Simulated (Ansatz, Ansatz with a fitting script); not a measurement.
# The order of polymorphs of Al2O3 (Corundum) on a ladder of methods

Wanted: the order of polymorphs of Al2O3 (Corundum), rung by rung, with cost.

Method: density functionals and EXX+RPA, plane waves, in Ansatz 0.2.0.

**1. Starting point**

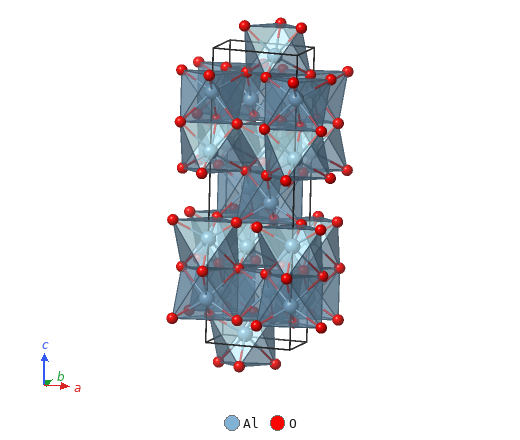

The starting structure, seen slightly off an axis (aluminium light blue, oxygen red). This picture shows the conventional cell, with its axes. Some periodic images of atoms are drawn too.

The structure was relaxed with r2SCAN+rVV10. The runs that relaxed it are not among those shown. The program's search for lower electronic states was switched off, so nothing shows that the state found is the lowest. The default PAW set here is soft_2. Its files were made with PBE; for other functionals the partial waves and projectors stay those of PBE.

**2. Energy LDA (polymorph R-3c)**

This step: DFT, LDA, plane waves, PAW.

input.yaml reads:

```yaml
crystal:
  lattice:
    - [2.376146192, 1.3718686436, 4.3239347811]
    - [-2.376146192, 1.3718686436, 4.3239347811]
    - [0.0, -2.7437372872, 4.3239347811]
  atoms:
    - { symbol: Al, position: [0.3519541723, 0.3519541723, 0.3519541723] }
    - { symbol: Al, position: [0.1480458277, 0.1480458277, 0.1480458277] }
    - { symbol: Al, position: [0.6480458277, 0.6480458277, 0.6480458277] }
    - { symbol: Al, position: [0.8519541723, 0.8519541723, 0.8519541723] }
    - { symbol: O, position: [0.5564025971, 0.9435974029, 0.25] }
    - { symbol: O, position: [0.25, 0.5564025971, 0.9435974029] }
    - { symbol: O, position: [0.9435974029, 0.25, 0.5564025971] }
    - { symbol: O, position: [0.4435974029, 0.0564025971, 0.75] }
    - { symbol: O, position: [0.75, 0.4435974029, 0.0564025971] }
    - { symbol: O, position: [0.0564025971, 0.75, 0.4435974029] }
kpoints:
  mp_grid: { grid: [6, 6, 6] }
hamiltonian:
  xc: lda
scf:
  occupations: { method: fixed }
  n_extra_bands: 7
  lower_state_search: "off"
  convergence: { dr2_threshold: 1.0e-09 }
output:
  eigenvalues: true
basis:
  ecutwfc: 650
```

Started as:

```bash
ansatz run input.yaml --threads 24 --pin off --max-ram 44236MiB --backend cpu --events-out ev --progress --plain --runs-dir out
```

Numbers of over 12 decimals in the logs are rounded to 6 here.

What it wrote:

```text
scf.n_extra_bands = 7 over 24 filled bands (N_el = 48.0): the run solves 31 bands
Engine: ansatz 0.2.0, x86_64-unknown-linux-gnu
Pseudopotentials: kind: paw
Pseudopotential: Al, paw, valence charge 3, recommended cutoff 420 eV (normal), Al.paw.azcp
Pseudopotential: O, paw, valence charge 6, recommended cutoff 420 eV (normal), O.paw.azcp
Functional definition: SPW92
  exchange = slater_x
  correlation = pw_c
Crystal: 10 atoms, lattice volume = 84.570 Å³
Basis set: ecut = 650 eV, 3197 PW (Γ)
Bands: 31, of which v1, the nominal top of the filled ones, is band 24 counted from 1 (23 counted from 0)
Symmetry: 12 space group operations
Space group: R-3c (ITA 167), of the structure as read, at distance tolerance 4.4e-5 Å
k-points: 32 of 216
Non-local potential: Al, projectors of the file, l = 0: 2, l = 1: 2, l = 2: 1
Non-local potential: O, projectors of the file, l = 0: 2, l = 1: 2, l = 2: 1
PAW form: soft (Blöchl's): semilocal exchange-correlation on the pseudo side does not see the compensation charge
PAW frozen core: Al, regenerated for the run's functional, and the local potential with it (the file was generated under x = pbe(κ = 0.804, μ = 0.219515), c = pbe(β = 0.066725))
PAW frozen core: O, regenerated for the run's functional, and the local potential with it (the file was generated under x = pbe(κ = 0.804, μ = 0.219515), c = pbe(β = 0.066725))
PAW one-centre angular grid: Al, 110 points (default); XC on 64 Gauss nodes
PAW one-centre angular grid: O, 110 points (default); XC on 64 Gauss nodes
Initial density: superposition of atomic densities (neutral atoms: chi_scale 0, normalization atom), corrected by the library's trained network
Initial wavefunctions: pseudopotential atomic-orbital guess
Functional: x = slater, c = lda
SCF iter   1: F=—  HF=-5399.956818 eV  |F-HF|=—  |Δ(HF+E_count)|=         —  Δρ=1.71e-2  dr2=2.12e-1  ethr=1.77e-3  ⟨swp⟩=5.6  Hψ=4123  notcnv=0  defer=137
preconditioner: auto → Resta (q_TF=auto, 2.483 Å⁻¹)  ε∞=3.8  [insulator: Δε(μ)=6.094 eV  Ē_g=16.575 eV  n_scr=20 (ndim 8)  ℏωp=28.0 eV  f_vac=0.000  ε∞_Penn≈3.8]
SCF iter   2: F=—  HF=-5399.893398 eV  |F-HF|=—  |Δ(HF+E_count)|=   6.34e-2  Δρ=4.32e-3  dr2=6.27e-3  ethr=4.42e-4  ⟨swp⟩=2.2  Hψ=1808  notcnv=0  defer=156
SCF iter   3: F=—  HF=-5399.891524 eV  |F-HF|=—  |Δ(HF+E_count)|=   1.87e-3  Δρ=2.07e-3  dr2=1.76e-3  ethr=1.31e-5  ⟨swp⟩=2.3  Hψ=1224  notcnv=0  defer=160
SCF iter   4: F=—  HF=-5399.890839 eV  |F-HF|=—  |Δ(HF+E_count)|=   6.85e-4  Δρ=1.47e-4  dr2=1.11e-5  ethr=3.67e-6  ⟨swp⟩=2.9  Hψ=1609  notcnv=0  defer=160
SCF iter   5: F=—  HF=-5399.890835 eV  |F-HF|=—  |Δ(HF+E_count)|=   4.00e-6  Δρ=1.63e-5  dr2=1.67e-7  ethr=2.31e-8  ⟨swp⟩=1.8  Hψ=1446  notcnv=0  defer=134
SCF iter   6: F=—  HF=-5399.890889 eV  |F-HF|=—  |Δ(HF+E_count)|=   5.40e-5  Δρ=2.58e-6  dr2=6.16e-9  ethr=3.48e-10  ⟨swp⟩=2.3  Hψ=1655  notcnv=0  defer=113
SCF iter   7: F=-5399.890889 eV  HF=-5399.890889 eV  |F-HF|=3.00e-11  |Δ(HF+E_count)|=   1.24e-9  Δρ=4.51e-7  dr2=1.69e-10  ethr=2.08e-12  ⟨swp⟩=12.6  Hψ=4349  notcnv=0
SCF 1 converged in 7 iterations: F = -5399.890889 eV  dr2 = 1.69e-10
[...]
SCF converged after 7 iterations
Free energy (F): -5399.890889 eV
Harris-Foulkes:  -5399.890889 eV  (|F-HF|=3.00e-11)
Internal energy: -5399.890889 eV  (E = F + TS)
E sigma→0 (E₀):  -5399.890889 eV
Fermi energy:    7.458446 eV
--- Per-component energies (eV) ---
  E_band       = 54.797650
  E_kinetic    = 1175.688543
  E_local      = -1973.266525  (includes V_loc(G=0)·N_el)
  E_nonlocal   = 339.870753
  E_hartree    = 723.230777
  E_xc         = -603.902976
  E_vxc        = -691.770982  (∫ρ·V_xc dr)
  E_paw        = -2660.782384  (= ΣΔE_a)
  E_vpaw       = -242.188696  (= ΣTr[D̂ρ^β])
  E_aug_tail   = 0.002774  (compensation charges beyond the density's cutoff)
  E_ewald      = -2401.536245
  E_core_change = 0.804395  (= ΣΔE_core)
  E_smearing   = -0.000000  (= −TS)
  E_closure    = -0.000000  (closes the sum)
  Σ components = -5399.890889   (vs F -5399.890889, Δ=0.00e0)
--- Band table (eV; the first three rows and the last of 32) ---
  k-point 0: bands = [... 20 lower, 6.9578, 7.4218, 7.4218, 7.4584, 13.6941, 16.4719, 18.0593, 18.8602, ... 3 higher]
  k-point 1: bands = [... 20 lower, 6.7642, 7.1123, 7.3806, 7.4081, 14.3129, 16.9768, 17.6437, 18.4792, ... 3 higher]
  k-point 2: bands = [... 20 lower, 6.6022, 6.9045, 7.2284, 7.2710, 15.5984, 17.1369, 17.4520, 17.8880, ... 3 higher]
  k-point 31: bands = [... 20 lower, 7.0773, 7.0773, 7.0773, 7.0773, 16.0708, 16.0708, 18.3461, 18.3461, ... 3 higher]
```

Elapsed: 0.67 s, on 24 threads of Intel Xeon 6975P-C (Granite Rapids), shared host; peak memory 1.1 GiB.

Total energy -5399.8909 eV.

**3. Energy r2SCAN (polymorph R-3c)**

r2SCAN sits between gradient functionals and hybrids in what it does to gaps, at little more than semilocal cost.

This step: DFT, r2SCAN, plane waves, PAW.

Changes to input.yaml since step 2:

```diff
@@ -19,3 +19,3 @@
 hamiltonian:
-  xc: lda
+  xc: r2scan
 scf:
```

What it wrote:

```text
[...]
Crystal: 10 atoms, lattice volume = 84.570 Å³
Basis set: ecut = 650 eV, 3197 PW (Γ), exchange–correlation on 180×180×180 points (64 copies of the dense FFT grid, shifted against one another)
Bands: 31, of which v1, the nominal top of the filled ones, is band 24 counted from 1 (23 counted from 0)
Symmetry: 12 space group operations
[...]
k-points: 32 of 216
[...]
--- Band table (eV; the first three rows and the last of 32) ---
  k-point 0: bands = [... 20 lower, 6.8801, 7.3562, 7.3562, 7.4092, 14.6010, 17.5770, 19.4264, 20.0711, ... 3 higher]
  k-point 1: bands = [... 20 lower, 6.6899, 7.0481, 7.3136, 7.3513, 15.2287, 18.0970, 18.9194, 19.6444, ... 3 higher]
  k-point 2: bands = [... 20 lower, 6.5265, 6.8332, 7.1604, 7.2085, 16.5695, 18.3407, 18.6166, 19.0419, ... 3 higher]
  k-point 31: bands = [... 20 lower, 7.0065, 7.0065, 7.0065, 7.0065, 17.0828, 17.0828, 19.6355, 19.6355, ... 3 higher]
[key lines of the parts left out:]
SCF converged after 9 iterations
Free energy (F): -5590.646751 eV
Fermi energy:    7.409203 eV
```

It took 1.3 s on 24 threads; peak memory 1.5 GiB; 18 s of CPU time.

Total energy -5590.6468 eV.

**4. Energy r2SCAN+rVV10 (polymorph R-3c)**

This step: DFT, r2SCAN with rVV10, plane waves, PAW.

Changes to input.yaml since step 3:

```diff
@@ -20,2 +20,3 @@
   xc: r2scan
+  dispersion: rvv10
 scf:
```

What it wrote:

```text
[...]
Crystal: 10 atoms, lattice volume = 84.570 Å³
Basis set: ecut = 650 eV, 3197 PW (Γ), exchange–correlation on 192×192×192 points (64 copies of the dense FFT grid, shifted against one another)
Bands: 31, of which v1, the nominal top of the filled ones, is band 24 counted from 1 (23 counted from 0)
Symmetry: 12 space group operations
[...]
k-points: 32 of 216
[...]
--- Band table (eV; the first three rows and the last of 32) ---
  k-point 0: bands = [... 20 lower, 6.8707, 7.3485, 7.3485, 7.4016, 14.5478, 17.5229, 19.4010, 20.0291, ... 3 higher]
  k-point 1: bands = [... 20 lower, 6.6795, 7.0388, 7.3058, 7.3435, 15.1779, 18.0447, 18.8868, 19.5785, ... 3 higher]
  k-point 2: bands = [... 20 lower, 6.5163, 6.8235, 7.1518, 7.2003, 16.5209, 18.2975, 18.5583, 18.9998, ... 3 higher]
  k-point 31: bands = [... 20 lower, 6.9981, 6.9981, 6.9981, 6.9981, 17.0293, 17.0293, 19.5787, 19.5787, ... 3 higher]
[key lines of the parts left out:]
SCF converged after 8 iterations
Free energy (F): -5587.491020 eV
Fermi energy:    7.401588 eV
```

It took 2.1 s on 24 threads; peak memory 1.6 GiB.

Total energy -5587.4910 eV.

**5. Energy r2SCAN-D4 (polymorph R-3c)**

This step: DFT, r2SCAN with D4 dispersion, plane waves, PAW.

Changes to input.yaml since step 4:

```diff
@@ -20,3 +20,3 @@
   xc: r2scan
-  dispersion: rvv10
+  dispersion: d4
 scf:
```

What it wrote:

```text
[...]
Crystal: 10 atoms, lattice volume = 84.570 Å³
Basis set: ecut = 650 eV, 3197 PW (Γ), exchange–correlation on 180×180×180 points (64 copies of the dense FFT grid, shifted against one another)
Bands: 31, of which v1, the nominal top of the filled ones, is band 24 counted from 1 (23 counted from 0)
Symmetry: 12 space group operations
[...]
k-points: 32 of 216
[...]
--- Band table (eV; the first three rows and the last of 32) ---
  k-point 0: bands = [... 20 lower, 6.8801, 7.3562, 7.3562, 7.4092, 14.6010, 17.5770, 19.4264, 20.0711, ... 3 higher]
  k-point 1: bands = [... 20 lower, 6.6899, 7.0481, 7.3136, 7.3513, 15.2287, 18.0970, 18.9194, 19.6444, ... 3 higher]
  k-point 2: bands = [... 20 lower, 6.5265, 6.8332, 7.1604, 7.2085, 16.5695, 18.3407, 18.6166, 19.0419, ... 3 higher]
  k-point 31: bands = [... 20 lower, 7.0065, 7.0065, 7.0065, 7.0065, 17.0828, 17.0828, 19.6355, 19.6355, ... 3 higher]
[key lines of the parts left out:]
SCF converged after 9 iterations
Free energy (F): -5591.682726 eV
Fermi energy:    7.409203 eV
```

The job ended after 1.2 s (24 threads; peak memory 1.5 GiB).

Total energy -5591.6827 eV.

**6. Energy HSE06 (polymorph R-3c)**

The screened hybrid is the usual rung above semilocal functionals: a quarter of exact exchange, cut off beyond a few ångström.

This step: DFT, HSE06, plane waves, PAW.

Changes to input.yaml since step 5:

```diff
@@ -17,6 +17,5 @@
 kpoints:
-  mp_grid: { grid: [6, 6, 6] }
+  mp_grid: { grid: [4, 4, 4] }
 hamiltonian:
-  xc: r2scan
-  dispersion: d4
+  xc: hse06
 scf:
```

What it wrote:

```text
[...]
davidson cushion auto → on  (no smearing: the cushion is to keep the highest requested band from converging to the state above it; pin scf.eigensolver.cushion to override)
Crystal: 10 atoms, lattice volume = 84.570 Å³
Basis set: ecut = 650 eV, 3197 PW (Γ)
Bands: 31, of which v1, the nominal top of the filled ones, is band 24 counted from 1 (23 counted from 0)
Symmetry: 12 space group operations
[...]
k-points: 13 of 64
[...]
Fermi energy:    6.530956 eV
[...]
--- Band table (eV; the first three rows and the last of 13) ---
  k-point 0: bands = [... 20 lower, 5.9336, 6.4770, 6.4770, 6.5310, 14.6926, 17.6306, 19.4790, 20.1589, ... 3 higher]
  k-point 1: bands = [... 20 lower, 5.6560, 6.0116, 6.3453, 6.3931, 15.9896, 18.6828, 18.6980, 19.3655, ... 3 higher]
  k-point 2: bands = [... 20 lower, 5.5027, 5.5027, 6.1980, 6.1980, 18.0388, 18.0388, 18.2657, 18.2657, ... 3 higher]
  k-point 12: bands = [... 20 lower, 6.1001, 6.1001, 6.1001, 6.1001, 17.2256, 17.2256, 19.6890, 19.6890, ... 3 higher]
[key lines of the parts left out:]
Free energy (F): -5571.027340 eV
```

The job ended after 5 s (24 threads; peak memory 2.7 GiB).

Total energy -5571.0273 eV.

**7. Energy HSE06-D3(BJ) (polymorph R-3c)**

This step: DFT, HSE06 with D3(BJ) dispersion, plane waves, PAW.

Changes to input.yaml since step 6:

```diff
@@ -20,2 +20,3 @@
   xc: hse06
+  dispersion: d3bj
 scf:
```

What it wrote:

```text
[...]
Crystal: 10 atoms, lattice volume = 84.570 Å³
Basis set: ecut = 650 eV, 3197 PW (Γ)
Bands: 31, of which v1, the nominal top of the filled ones, is band 24 counted from 1 (23 counted from 0)
Symmetry: 12 space group operations
[...]
k-points: 13 of 64
[...]
SCF iter   1: F=—  HF=-5572.204809 eV  |F-HF|=—  |Δ(HF+E_count)|=         —  Δρ=1.76e-3  dr2=8.68e-4  ethr=1.77e-3  ⟨swp⟩=9.2  Hψ=2245  notcnv=0
[...]
Fermi energy:    6.530956 eV
[...]
--- Band table (eV; the first three rows and the last of 13) ---
  k-point 0: bands = [... 20 lower, 5.9336, 6.4770, 6.4770, 6.5310, 14.6926, 17.6306, 19.4790, 20.1589, ... 3 higher]
  k-point 1: bands = [... 20 lower, 5.6560, 6.0116, 6.3453, 6.3931, 15.9896, 18.6828, 18.6980, 19.3655, ... 3 higher]
  k-point 2: bands = [... 20 lower, 5.5027, 5.5027, 6.1980, 6.1980, 18.0388, 18.0388, 18.2657, 18.2657, ... 3 higher]
  k-point 12: bands = [... 20 lower, 6.1001, 6.1001, 6.1001, 6.1001, 17.2256, 17.2256, 19.6890, 19.6890, ... 3 higher]
[key lines of the parts left out:]
Free energy (F): -5573.665622 eV
```

Run time: 4.9 s. Hardware: 24 threads; peak memory 2.7 GiB; 80 s of CPU time.

Total energy -5573.6656 eV.

**8. Energy RPA (polymorph R-3c)**

The RPA correlation energy is summed at several response cutoffs, since it converges slowly from above.

This step: EXX+RPA on LDA, plane waves, norm-conserving pseudopotentials.

Changes to input.yaml since step 7:

```diff
@@ -19,7 +19,6 @@
 hamiltonian:
-  xc: hse06
-  dispersion: d3bj
+  xc: lda
+  pseudopotentials: { kind: nc, xc_functional: pbe }
 scf:
   occupations: { method: fixed }
-  n_extra_bands: 7
   lower_state_search: "off"
@@ -27,4 +26,8 @@
 output:
-  eigenvalues: true
+  rpa_energy:
+    ecut_chi_ladder: [204, 238, 272, 306, 340]
+    long_wavelength: optical_limit
+    n_empty_bands: 425
 basis:
-  ecutwfc: 650
+  ecutwfc: 1240.0
+  xc_grid: 3
```

What it wrote:

```text
[...]
Crystal: 10 atoms, lattice volume = 84.570 Å³
Basis set: ecut = 1240 eV, 8401 PW (Γ), exchange–correlation on 180×180×180 points (27 copies of the dense FFT grid, shifted against one another)
Bands: 34, of which v1, the nominal top of the filled ones, is band 24 counted from 1 (23 counted from 0)
Symmetry: 12 space group operations
[...]
k-points: 13 of 64
[...]
SCF iter   1: F=—  HF=-3447.547169 eV  |F-HF|=—  |Δ(HF+E_count)|=         —  Δρ=1.12e-1  dr2=9.78e0  ethr=3.10e-3  ⟨swp⟩=5.0  Hψ=1783  notcnv=0  defer=95
[...]
SCF iter   8: F=-3444.485486 eV  HF=-3444.485486 eV  |F-HF|=6.78e-11  |Δ(HF+E_count)|=   2.73e-9  Δρ=8.41e-7  dr2=4.03e-10  ethr=2.08e-12  ⟨swp⟩=13.6  Hψ=2510  notcnv=0
SCF 1 converged in 8 iterations: F = -3444.485486 eV  dr2 = 4.03e-10
NSCF: frozen V_eff on 13 k-points
EXX+RPA screening: q 1/13 (q-point 5)
EXX+RPA screening: q 2/13
EXX+RPA screening: q 3/13 (q-point 4)
EXX+RPA screening: q 4/13 (q-point 6)
EXX+RPA screening: q 5/13 (q-point 9)
EXX+RPA screening: q 6/13 (q-point 10)
EXX+RPA screening: q 7/13 (q-point 11)
EXX+RPA screening: q 8/13 (q-point 12)
EXX+RPA screening: q 9/13 (q-point 3)
EXX+RPA screening: q 10/13 (q-point 7)
EXX+RPA screening: q 11/13 (q-point 8)
EXX+RPA screening: q 12/13 (q-point 13)
EXX+RPA screening: q 13/13 (q-point 1)
[...]
SCF converged after 8 iterations
Free energy (F): -3444.485486 eV
[...]
Internal energy: -3444.485486 eV  (E = F + TS)
E sigma→0 (E₀):  -3444.485486 eV
Fermi energy:    7.471613 eV
[...]
--- Band table (eV; the first three rows and the last of 13) ---
  k-point 0: bands = [... 20 lower, 6.9704, 7.4370, 7.4370, 7.4716, 13.5134, 16.3781, 17.9737, 18.8099, ... 6 higher]
  k-point 1: bands = [... 20 lower, 6.6906, 7.0171, 7.3233, 7.3603, 14.7933, 17.2950, 17.3925, 18.0275, ... 6 higher]
  k-point 2: bands = [... 20 lower, 6.5453, 6.5453, 7.1959, 7.1959, 16.7488, 16.7488, 16.9086, 16.9086, ... 6 higher]
  k-point 12: bands = [... 20 lower, 7.0920, 7.0920, 7.0920, 7.0920, 15.9734, 15.9734, 18.2709, 18.2709, ... 6 higher]
--- EXX+RPA: 4×4×4 mesh (13 irreducible q, 430/832 k–q pairs), 449 bands' worth read of 454 solved (the sum completed by the states above those read; Γ's head and wings end at those read), 24 occupied, 12 frequency nodes, the response taken to reach 1221.0 eV, pair-density box ratio 4, q→0 included in E_x (Coulomb truncated on the Wigner–Seitz cell) and E_c (k·p head, wings) ---
  smallest occupied→empty transition 6.042e0 eV, smallest direct gap 6.042e0 eV
  indirect gap at most 6.042e0 eV, over 13 k-points of the mesh
  bands read: the sum over 449 bands ends inside a degenerate multiplet in 3 slots, whose members it reads at an even weight; the widest, k=2: bands 449 to 450 (counted from 1) at 1/2 each
  E_x                     =      -627.661285 eV
  E_xc[n_v+n_c], E_xc[n_v] =     -1295.850948, -673.131780 eV (parent functional, the pass's orbitals; any nonlocal part keeps n_c)
  E_c ladder  E_cut^χ (eV)   ⟨N_G⟩      E_cut^sphere (eV)      E_c (eV)
                  204.00      560.2            204.17        -69.307798
                  238.00      704.7            237.92        -71.913531
                  272.00      864.3            272.59        -73.913565
                  306.00     1027.3            305.88        -75.383783
                  340.00     1203.6            339.95        -76.559073
  E_c(E_cut→∞)            =       -82.778190 ± 0.166705 eV  (E_cut^-3/2 fit over 5 rungs)
  S(q), 6 of 12 wave vectors   |q| (1/Å)       S_0(q)   S_0 (bands read)   S_RPA(q)   (top rung; structure_factors; the frequency nodes sum S_0 to within 2.9e-6)
    ( 0.2500,  0.2500,  0.2500)    0.36328     0.022492           0.022368   0.012761
    ( 0.0000,  0.0000,  0.2500)    0.40042     0.027379           0.027229   0.015505
    ( 0.0000,  0.2500,  0.2500)    0.45202     0.034499           0.034307   0.019676
    ( 0.2500,  0.2500,  0.5000)    0.61667     0.061574           0.061212   0.036032
    ( 0.0000,  0.2500, -0.2500)    0.66107     0.070065           0.069648   0.041184
    ( 0.2500,  0.5000,  0.5000)    0.71572     0.080585           0.080095   0.047946
  core–valence xc dropped  : E_EXX =     -2776.295824 eV   E_EXX+RPA =     -2859.074014 eV
  core–valence xc semilocal: E_EXX =     -3399.014991 eV   E_EXX+RPA =     -3481.793181 eV
```

Elapsed: 6.4 min, on 24 threads; peak memory 7.6 GiB.

This step gave:

```
exact exchange energy  : -627.6613 eV
RPA correlation energy : -82.7782 eV
```

Extrapolated from these cutoffs, the correlation energy is -8.28 eV per atom (fit error 0.02); such a limit moves with the range of cutoffs.

RPA ladder, by row:

| response cutoff (eV) | mean plane waves | sphere-equivalent cutoff (eV) | correlation energy (eV) |
| --- | --- | --- | --- |
| 204 | 560.2 | 204.2 | -69.31 |
| 238 | 704.7 | 237.9 | -71.91 |
| 272 | 864.3 | 272.6 | -73.91 |
| 306 | 1027 | 305.9 | -75.38 |
| 340 | 1204 | 339.9 | -76.56 |

(Continued in part 2 of 2.)

[Paths, hosts, dates, memory and timing lines, banners, echoed tables and standing remarks are left out of the program output.]

[Logs are printed without paths, hosts, clocks, repeated set-up lines and the standing remarks that a program may print on its own settings, such as how far it seeks lower states.]

[Runs of the session that timed out or met a known fault of the program may be left out.]

[Hosts, paths, dates, database ids (printed as entryN), source tags and the programs' standing remarks are cut or masked in the printed files.]
